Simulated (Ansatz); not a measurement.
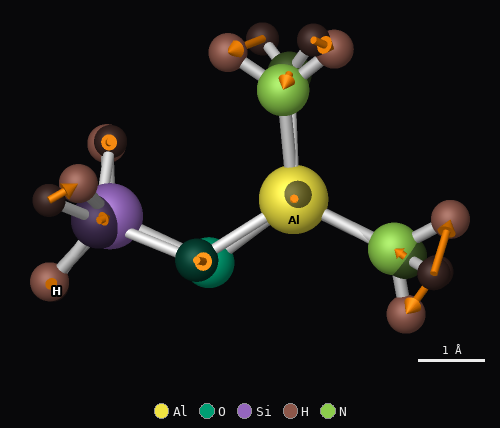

A relaxation of AlSiN2H7O. The starting structure is drawn faded, the final one solid; orange arrows show the displacements, at their true length. The two geometries are superimposed by the best rigid fit.

A ball-and-stick model, seen at a tilt.

The run prepares the start of a later molecular dynamics calculation, from a guessed geometry.

Level of theory: RKS r2SCAN/STO-3G in Ansatz.

Input file:
```yaml
crystal:
  periodic: [false, false, false]
  atoms:
    - { symbol: Al, position_ang: [0.0, 0.0, 0.0] }
    - { symbol: O, position_ang: [0.0, 0.0, 1.78] }
    - { symbol: Si, position_ang: [-1.3147, -0.4067, 2.7436] }
    - { symbol: H, position_ang: [-2.239, -1.2403, 1.9804] }
    - { symbol: H, position_ang: [-0.8506, -1.1432, 3.9157] }
    - { symbol: H, position_ang: [-1.9987, 0.8095, 3.1733] }
    - { symbol: "N", position_ang: [1.6627, 0.0, -0.96] }
    - { symbol: H, position_ang: [2.1293, -0.9179, -1.2118] }
    - { symbol: H, position_ang: [2.1141, 0.9179, -1.2382] }
    - { symbol: "N", position_ang: [-1.6627, 0.0, -0.96] }
    - { symbol: H, position_ang: [-2.3316, -0.8164, -0.8614] }
    - { symbol: H, position_ang: [-1.9118, 0.8164, -1.5886] }
basis:
  gaussian: { orbitals: STO-3G }
hamiltonian:
  xc: r2scan
relax:
  f_tol: 0.02
  max_steps: 40
output:
  orbitals: {}
```

Command:
```bash
ansatz run input.yaml --threads 1 --pin off --max-ram 2048MiB --backend cpu --events-out ev --progress --plain --runs-dir out
```

**Atoms of which element are displaced furthest, and by how much?**

Hydrogen: up to 1.12 Å, against 0.53 Å for oxygen.

**Describe the change and its energy.**

After 19 accepted moves (22 points after the start) the energy has fallen by 2.054 eV. Largest force component: 3.2 eV/Å at the start, 0.0092 eV/Å at the end. The line search rejected the trial steps at points 14, 17, 20 of the run. The largest move after the best rigid fit is that of H8, 1.12 Å. Largest moves by element: H 1.12 Å, O 0.53 Å, N 0.35 Å, Si 0.24 Å, Al 0.09 Å. Some distances before and after: Al1–N10 1.920 → 1.733 Å, Al1–O2 1.780 → 1.696 Å, N10–H11 1.060 → 1.032 Å, Si3–H5 1.460 → 1.449 Å. Among the angles between lasting bonds that change: H11–N10–H12 120.0° → 108.5°, Al1–O2–Si3 125.0° → 117.9°, Al1–N10–H11 120.0° → 126.2°. Groups turn about Al1–N7 by about 90°, Al1–N10 by about 60°, O2–Si3 by about 35°.

Limits of the set-up: STO-3G is a minimal basis, so the numbers are rough.
